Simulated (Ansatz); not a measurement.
# Ga2O: the cost of one run

Computed with Ansatz 0.2.0 (DFT PBE, scalar-relativistic, plane waves, PAW, unless a step's input says otherwise).

1 further run of the same task is left out (it didn't finish).

## (1) Starting point

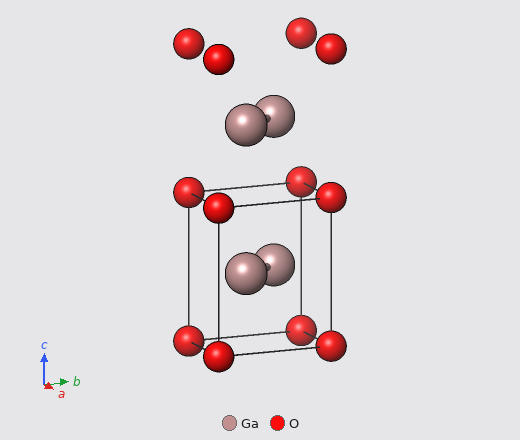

Start, viewed slightly off an axis; gallium pink, oxygen red. 1×1×2 cells are drawn. Atoms on the faces are drawn again on the opposite ones.

As a file:

```
Ga O
1.0
     3.75268    0.00000    0.00000
    -1.87634    3.24992    0.00000
     0.00000    0.00000    3.73705
Ga O
2 1
Direct
  0.66667 0.33333 0.50000
  0.33333 0.66667 0.50000
  0.00000 0.00000 0.00000
```

The cell is invented: species swapped into a database cell of GdGa2 (P6/mmm, No. 191), with O on the Gd sites. Its size is a rough estimate.

## (2) A first look at the guess

The input, input.yaml:

```yaml
crystal:
  lattice:
    - [3.75268438, 0.0, 0.0]
    - [-1.87634219, 3.24992, 0.0]
    - [0.0, 0.0, 3.73705209]
  atoms:
    - { symbol: Ga, position: [0.66666667, 0.33333333, 0.5] }
    - { symbol: Ga, position: [0.33333333, 0.66666667, 0.5] }
    - { symbol: O, position: [0.0, 0.0, 0.0] }
basis:
  ecutwfc: 420
kpoints:
  mp_grid: { grid: [6, 6, 6] }
hamiltonian:
  xc: pbe
scf:
  occupations: { method: gaussian, width: 0.1 }
  lower_state_search: "off"
output:
  forces: true
  stress: true
  eigenvalues: true
```

Started as:

```console
$ ansatz run input.yaml --threads 1 --pin off --max-ram 2048MiB --backend cpu --events-out ev --progress --plain --runs-dir out
```

Q: Estimate wall time and peak memory on 1 thread of Arm Neoverse V1, shared host.

About 2.5 s, with a peak of 0.3 GiB.
